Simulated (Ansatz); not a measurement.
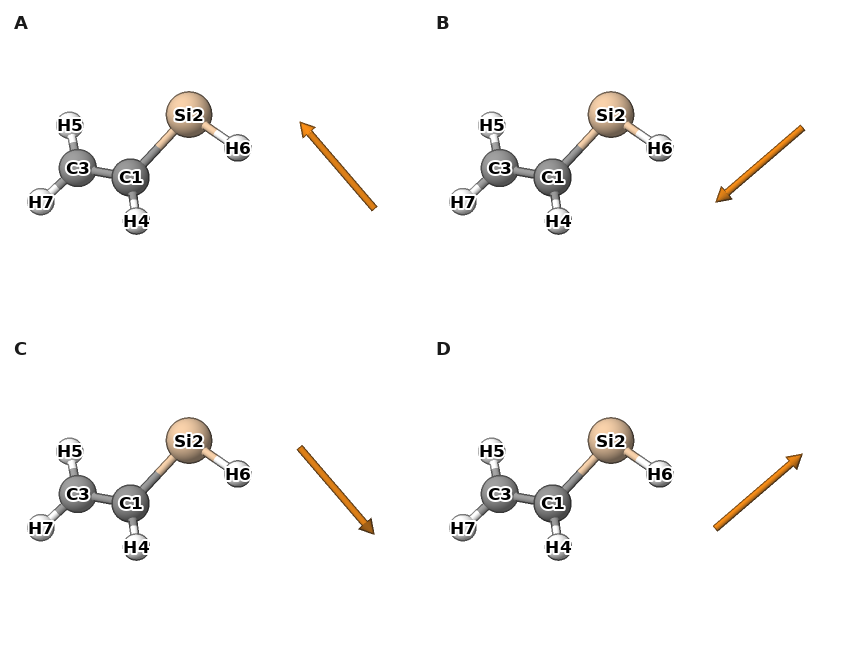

The same molecule four times, each with an arrow. The geometry was computed by an optimisation with PBE0-D4/def2-TZVP. No frequency run is at hand to confirm it as a minimum. Method: RKS PBE0-D4/def2-TZVP (Ansatz 0.2.0).

> Which arrow points along the dipole moment, from the negative to the positive end?

B. The dipole moment is 1.66 D; it points from the side of H6 to the side of H7 (the outermost atoms at the two ends).
